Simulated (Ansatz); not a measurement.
The structure in question:

```
CELL_PARAMETERS angstrom
3.19655 0.00000 0.00000
-1.59827 2.76829 0.00000
0.00000 0.00000 5.20868
ATOMIC_POSITIONS crystal
Ga 0.66667 0.33333 0.49919
Ga 0.33333 0.66667 0.99919
N 0.66667 0.33333 0.87581
N 0.33333 0.66667 0.37581
```

Work out the structure from the coordinates.

Answer. Its composition is GaN. The structure has P6_3mc (No. 186) symmetry and a primitive hexagonal lattice. The arrangement is known as wurtzite. In the cell are 2 Ga, 2 N, which makes 2 formula units. Around each Ga lie four N in a tetrahedral arrangement at 1.95 to 1.96 Å. N is coordinated by four Ga in a tetrahedral arrangement at 1.95 to 1.96 Å. The bonds build a three-dimensional framework.

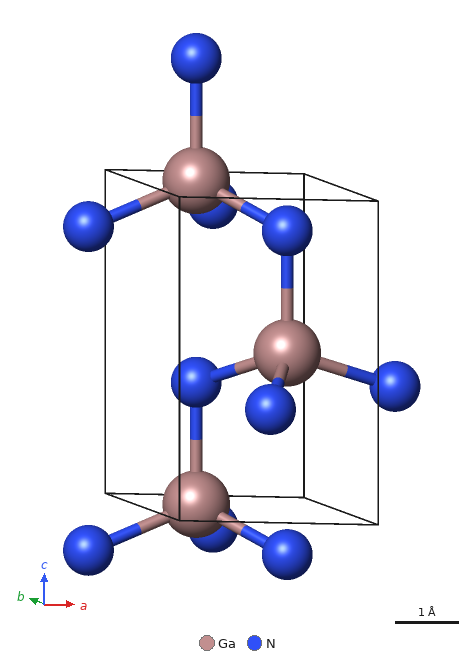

The crystal in a ball-and-stick representation, seen slightly off an axis. The parallelepiped is the conventional unit cell. Some neighbours outside the box are added.

The starting point was a structure listed in the Materials Project. Relaxation method: DFT PBE+D3(BJ), scalar-relativistic, plane waves, PAW (Ansatz 0.2.0).
